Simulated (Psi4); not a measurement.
**One shape, several levels: triplet CH6O3Sn**

We compute a comparison of 3 runs (U-wB97M-V/def2-SVP, U-wB97X-V/def2-SVP, UDSD-PBEP86/def2-SVP) of triplet CH6O3Sn. 

The results are computed with Psi4 1.11.

2 further runs of the same task are left out: 2 set aside as unsound or not needed. Runs told in other sessions of the task aren't counted.

### 1 Starting point

CH6O3Sn has 11 atoms, charge 0, and is taken as a triplet. SMILES of the parent species: `C[Sn](O)(O)O`. The shape is that of a PBE0-D4/def2-TZVP optimisation. This is one conformer, not always the lowest. That shape belongs to the parent species and isn't relaxed for this state.

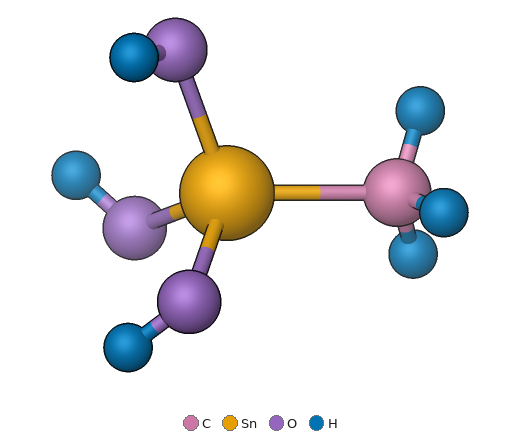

Viewed from a chosen angle; carbon pink, tin amber, oxygen purple, hydrogen blue.

### 2 The energy at U-wB97M-V/def2-SVP (core potential) (run 1)

Input file ch6o3sn.inp:

```
memory 2200 mb

molecule mol {
  0 3
  C     -1.634780     0.821450     0.161210
  Sn     0.242220    -0.121540    -0.023890
  O      0.658370    -1.274060     1.505120
  O      1.718000     1.160190    -0.160160
  O      0.358560    -1.259930    -1.614460
  H     -1.512400     1.751180     0.714920
  H     -2.026840     1.031120    -0.832930
  H     -2.314250     0.158830     0.695300
  H      1.532360    -1.093390     1.861260
  H      2.293460     0.964390    -0.904370
  H      0.685300    -2.138250    -1.402000
  symmetry c1
}

set basis def2-SVP
set reference uks
set puream true
set e_convergence 1e-09
set d_convergence 1e-08
set scf_type pk
set dft_radial_points 99
set dft_spherical_points 590
set maxiter 100

energy('wb97m-v')
```

On the command line:

```console
$ psi4 -n 1 ch6o3sn.inp ch6o3sn.out
```

ch6o3sn.out:

```text
[...]
    !!!  WARNING: ECP capability is in beta. Please check occupations closely.  !!!
[...]
  Running in c1 symmetry.
[...]
  Nuclear repulsion =  302.222051701947294
[...]
  Multiplicity = 3
[...]
  Nalpha       = 30
  Nbeta        = 28
[...]
    Number of basis functions: 112
[...]
   @UKS iter   1:  -480.66957962069836   -1.93285e+00   9.32011e-03 ADIIS/DIIS
[...]
   @UKS iter  29:  -481.13305256496818   -1.77351e-11   7.16389e-09 DIIS
[...]
   @S^2 Observed:                2.018046328E+00
[...]
    Orbital Energies [Eh]
    ---------------------
    Alpha Occupied:
       1A    -19.342991     2A    -19.342971     3A    -19.342758
       4A    -10.384875     5A     -5.251917     6A     -3.584548
       7A     -3.582316     8A     -3.582307     9A     -1.172349
      10A     -1.172303    11A     -1.155640    12A     -1.142156
      13A     -1.142150    14A     -1.099952    15A     -1.061833
      16A     -1.061723    17A     -0.841831    18A     -0.647999
      19A     -0.586111    20A     -0.586013    21A     -0.538975
      22A     -0.538959    23A     -0.505646    24A     -0.477344
      25A     -0.460204    26A     -0.460071    27A     -0.423520
      28A     -0.423411    29A     -0.423005    30A     -0.153242
    Alpha Virtual:
[...]
  @UKS Final Energy:  -481.13305256496818
   => Energetics <=
    Nuclear Repulsion Energy =            302.2220517019472936
    One-Electron Energy =               -1344.4513794557105939
    Two-Electron Energy =                 597.3392788520690146
    DFT Exchange-Correlation Energy =     -36.4684112025475500
    Empirical Dispersion Energy =           0.0000000000000000
    VV10 Nonlocal Energy =                  0.2254075392736527
    Total Energy =                       -481.1330525649681817
  UHF NO Occupations:
  HONO-2 :   28  A 1.9972309
  HONO-1 :   29  A 1.0000000
[...]
 Multipole Moments:
 ------------------------------------------------------------------------------------
     Multipole            Electronic (a.u.)      Nuclear  (a.u.)        Total (a.u.)
 ------------------------------------------------------------------------------------
 L = 1.  Multiply by 2.5417464519 to convert [e a0] to [Debye]
 Dipole X            :          0.0577950           -0.2015278           -0.1437328
 Dipole Y            :         -0.0256824            0.0980447            0.0723623
 Dipole Z            :         -0.0075787            0.0208691            0.0132905
 Magnitude           :                                                    0.1614685
[...]
```

Run time: 8.4 min. Hardware: 1 thread of AMD EPYC 9R45 (Zen 5), shared host; peak memory 1.1 GiB.

### 3 The energy at U-wB97X-V/def2-SVP (core potential) (run 2)

Input file calc.inp:

```
memory 2200 MB

molecule {
  0 3
  C     -3.08928647     1.55231553     0.30464275
  Sn     0.45772946    -0.22967731    -0.04514556
  O      1.24413899    -2.40762447     2.84426458
  O      3.24654948     2.19244135    -0.30265854
  O      0.67758020    -2.38092264    -3.05088724
  H     -2.85802179     3.30925059     1.35100300
  H     -3.83017250     1.94853440    -1.57400958
  H     -4.37329868     0.30014520     1.31392657
  H      2.89574072    -2.06620765     3.51727165
  H      4.33401128     1.82243298    -1.70901162
  H      1.29502931    -4.04070689    -2.64939603
  units au
  symmetry c1
  no_reorient
  no_com
}

set basis def2-SVP
set reference uks
set puream true
set e_convergence 1e-09
set d_convergence 1e-08
set scf_type pk
set dft_radial_points 99
set dft_spherical_points 590
set maxiter 100

energy("wb97x-v")
print_variables()
```

On the command line:

```console
$ psi4 calc.inp calc.out -n 1
```

calc.out:

```text
[...]
    !!!  WARNING: ECP capability is in beta. Please check occupations closely.  !!!
[...]
  Running in c1 symmetry.
[...]
  Nuclear repulsion =  302.222051869139761
[...]
  Multiplicity = 3
[...]
  Nalpha       = 30
  Nbeta        = 28
[...]
    Number of basis functions: 112
[...]
   @UKS iter   1:  -480.72778059827186   -1.91194e+00   9.11035e-03 ADIIS/DIIS
[...]
   @UKS iter  40:  -481.16905241137351   -4.04157e-11   9.13364e-09 DIIS
[...]
   @S^2 Observed:                2.019172135E+00
[...]
    Orbital Energies [Eh]
    ---------------------
    Alpha Occupied:
       1A    -19.220131     2A    -19.220114     3A    -19.219854
       4A    -10.310778     5A     -5.205524     6A     -3.555174
       7A     -3.552613     8A     -3.552601     9A     -1.170445
      10A     -1.170386    11A     -1.153199    12A     -1.138474
      13A     -1.138467    14A     -1.101740    15A     -1.061873
      16A     -1.061740    17A     -0.857157    18A     -0.651713
      19A     -0.588620    20A     -0.588503    21A     -0.546006
      22A     -0.545987    23A     -0.507256    24A     -0.483143
      25A     -0.462447    26A     -0.462277    27A     -0.427298
      28A     -0.424233    29A     -0.424085    30A     -0.153048
    Alpha Virtual:
[...]
  @UKS Final Energy:  -481.16905241137351
   => Energetics <=
    Nuclear Repulsion Energy =            302.2220518691397615
    One-Electron Energy =               -1344.5242580787717088
    Two-Electron Energy =                 596.7312175199887179
    DFT Exchange-Correlation Energy =     -35.8235594355107025
    Empirical Dispersion Energy =           0.0000000000000000
    VV10 Nonlocal Energy =                  0.2254957137805751
    Total Energy =                       -481.1690524113734000
  UHF NO Occupations:
  HONO-2 :   28  A 1.9970861
  HONO-1 :   29  A 1.0000000
[...]
 Multipole Moments:
 ------------------------------------------------------------------------------------
     Multipole            Electronic (a.u.)      Nuclear  (a.u.)        Total (a.u.)
 ------------------------------------------------------------------------------------
 L = 1.  Multiply by 2.5417464519 to convert [e a0] to [Debye]
 Dipole X            :        -30.5047951           30.3437670           -0.1610281
 Dipole Y            :         15.3155105          -15.2344051            0.0811054
 Dipole Z            :          3.0045872           -2.9898114            0.0147757
 Magnitude           :                                                    0.1809045
[...]
```

It took 9.4 min on 1 thread of AMD EPYC 9R45 (Zen 5), shared host; peak memory 1 GiB.

### 4 A single-point energy at UDSD-PBEP86/def2-SVP (core potential, density fitting for correlation) (run 3)

Input file ch6o3sn.json:

```json
{
  "schema_name": "qcschema_input",
  "schema_version": 1,
  "molecule": {
    "schema_name": "qcschema_molecule",
    "schema_version": 2,
    "symbols": ["C", "Sn", "O", "O", "O", "H", "H", "H", "H", "H", "H"],
    "geometry": [-3.08928647, 1.55231553, 0.30464275, 0.45772946, -0.22967731, -0.04514556, 1.24413899, -2.40762447, 2.84426458, 3.24654948, 2.19244135, -0.30265854, 0.6775802, -2.38092264, -3.05088724, -2.85802179, 3.30925059, 1.351003, -3.8301725, 1.9485344, -1.57400958, -4.37329868, 0.3001452, 1.31392657, 2.89574072, -2.06620765, 3.51727165, 4.33401128, 1.82243298, -1.70901162, 1.29502931, -4.04070689, -2.64939603],
    "molecular_charge": 0,
    "molecular_multiplicity": 3,
    "fix_symmetry": "c1",
    "fix_com": true,
    "fix_orientation": true
  },
  "driver": "energy",
  "model": {
    "method": "dsd-pbep86",
    "basis": "def2-SVP"
  },
  "keywords": {
    "reference": "uks",
    "puream": true,
    "e_convergence": 1e-09,
    "d_convergence": 1e-08,
    "scf_type": "pk",
    "dft_radial_points": 99,
    "dft_spherical_points": 590,
    "num_frozen_docc": 8,
    "maxiter": 100
  }
}
```

On the command line:

```console
$ psi4 --qcschema ch6o3sn.json -n 1 --memory 2200MB
```

stdout:

```text
[...]
    !!!  WARNING: ECP capability is in beta. Please check occupations closely.  !!!
[...]
  Running in c1 symmetry.
[...]
  Nuclear repulsion =  302.222051869139761
[...]
  Multiplicity = 3
[...]
  Nalpha       = 30
  Nbeta        = 28
[...]
    Number of basis functions: 112
[...]
   @UKS iter   1:  -479.49909458787857   -2.05019e+00   8.25000e-03 DIIS/ADIIS
[...]
   @UKS iter  28:  -479.86834631548908   -4.38831e-11   8.47372e-09 DIIS
[...]
   @S^2 Observed:                2.024782952E+00
[...]
    Orbital Energies [Eh]
    ---------------------
    Alpha Occupied:
       1A    -20.043417     2A    -20.043403     3A    -20.043317
       4A    -10.928587     5A     -5.615246     6A     -3.863110
       7A     -3.853703     8A     -3.853700     9A     -1.267198
      10A     -1.267171    11A     -1.255501    12A     -1.234187
      13A     -1.234180    14A     -1.185431    15A     -1.143558
      16A     -1.143506    17A     -0.945486    18A     -0.661153
      19A     -0.596950    20A     -0.596929    21A     -0.575235
      22A     -0.575210    23A     -0.528139    24A     -0.502183
      25A     -0.464617    26A     -0.464534    27A     -0.432164
      28A     -0.424099    29A     -0.424058    30A     -0.134816
    Alpha Virtual:
[...]
  @UKS Final Energy:  -479.86834631548908
   => Energetics <=
    Nuclear Repulsion Energy =            302.2220518691397615
    One-Electron Energy =               -1344.3437692034901829
    Two-Electron Energy =                 577.0523298195338384
    DFT Exchange-Correlation Energy =     -14.7989588006724393
    Empirical Dispersion Energy =           0.0000000000000000
    VV10 Nonlocal Energy =                  0.0000000000000000
    Total Energy =                       -479.8683463154890774
  UHF NO Occupations:
  HONO-2 :   28  A 1.9959251
  HONO-1 :   29  A 1.0000000
[...]
 Multipole Moments:
 ------------------------------------------------------------------------------------
     Multipole            Electronic (a.u.)      Nuclear  (a.u.)        Total (a.u.)
 ------------------------------------------------------------------------------------
 L = 1.  Multiply by 2.5417464519 to convert [e a0] to [Debye]
 Dipole X            :        -31.0359149           30.3437670           -0.6921479
 Dipole Y            :         15.5817019          -15.2344051            0.3472968
 Dipole Z            :          3.0578597           -2.9898114            0.0680482
 Magnitude           :                                                    0.7773765
[...]
```

The result, in JSON:

```text
{
 "driver": "energy",
 "model": {
  "method": "dsd-pbep86",
  "basis": "def2-SVP"
 },
 "success": true,
 "return_result": -480.3152911745577,
 "properties": {
  "calcinfo_nbasis": 112,
  "calcinfo_nmo": 112,
  "calcinfo_nalpha": 30,
  "calcinfo_nbeta": 28,
  "calcinfo_natom": 11,
  "nuclear_repulsion_energy": 302.22205186913976,
  "return_energy": -480.3152911745577,
  "scf_one_electron_energy": -1344.3437692034902,
  "scf_two_electron_energy": 577.0523298195338,
  "scf_xc_energy": -14.79895880067244,
  "scf_dipole_moment": [-0.6921478577909923, 0.3472967899199464, 0.06804823152893258],
  "scf_total_energy": -479.8683463154891,
  "scf_iterations": 28
 }
}
```

Wall time 56 s (1 thread of AMD EPYC 9R45 (Zen 5), shared host); peak memory 0.88 GiB.

### 5 Overview of the runs

```tsv
run	level	frozen core orbitals	fitting correlation	energy (Eh)	dipole moment (D)	HOMO energy (eV)	⟨S²⟩	wall time
1	U-wB97M-V/def2-SVP (core potential)	0	–	-481.133053	0.41	-4.17	2.018	8.4 min
2	U-wB97X-V/def2-SVP (core potential)	0	–	-481.169052	0.46	-4.16	2.019	9.4 min
3	UDSD-PBEP86/def2-SVP (core potential, density fitting for correlation)	8	density fitting	-480.315291	–	-3.67	2.025	56 s
```

### 6 Results

| quantity | value |
| --- | --- |
| run 3: total energy | -480.31529 Eh |
| run 3: HOMO energy (SCF part's orbitals) (highest over α and β) | -3.67 eV |
| run 3: ⟨S²⟩ | 2.025 |

Totals of different functionals can't be ranked against each other. All runs together took 19 min, the longest 9.4 min.
